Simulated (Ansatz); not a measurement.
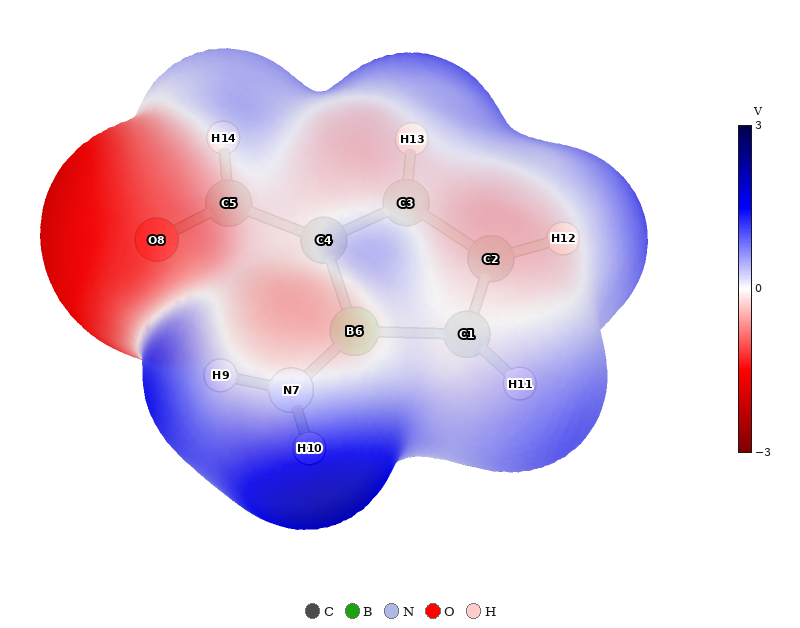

Figure 1: C5H6BNO (SMILES NB1C=CC=C1C=O). The molecular electrostatic potential painted on the density surface at 0.002 e/bohr³, seen at a tilt; red is negative and blue positive.

Geometry: B3LYP-D3(BJ)/def2-SVP.

Theory: isolated molecule in a Gaussian basis; Kohn-Sham density functional theory, functional PBE0 in Ansatz 0.2.0.

```yaml
atoms:
  - { symbol: C, position_ang: [-2.7456, -0.0717, -1.7351] }
  - { symbol: C, position_ang: [-2.5350, 0.7912, -0.7115] }
  - { symbol: C, position_ang: [-1.0935, 0.9047, -0.3580] }
  - { symbol: C, position_ang: [-0.3160, 0.1149, -1.1450] }
  - { symbol: C, position_ang: [1.1305, -0.0110, -1.0657] }
  - { symbol: B, position_ang: [-1.3114, -0.6194, -2.1424] }
  - { symbol: N, position_ang: [-0.9165, -1.5199, -3.1153] }
  - { symbol: O, position_ang: [1.7878, -0.7354, -1.7961] }
  - { symbol: H, position_ang: [0.0726, -1.7382, -3.2129] }
  - { symbol: H, position_ang: [-1.5382, -1.9961, -3.7581] }
  - { symbol: H, position_ang: [-3.7403, -0.2846, -2.1335] }
  - { symbol: H, position_ang: [-3.3045, 1.3584, -0.1790] }
  - { symbol: H, position_ang: [-0.7340, 1.5565, 0.4464] }
  - { symbol: H, position_ang: [1.6405, 0.6054, -0.2787] }
```

### Describe the electrostatic potential map.

The most negative region (about −1.9 V) lies over O8, the most positive (about +2.1 V) over H10. O8 is the likeliest acceptor of a hydrogen bond.
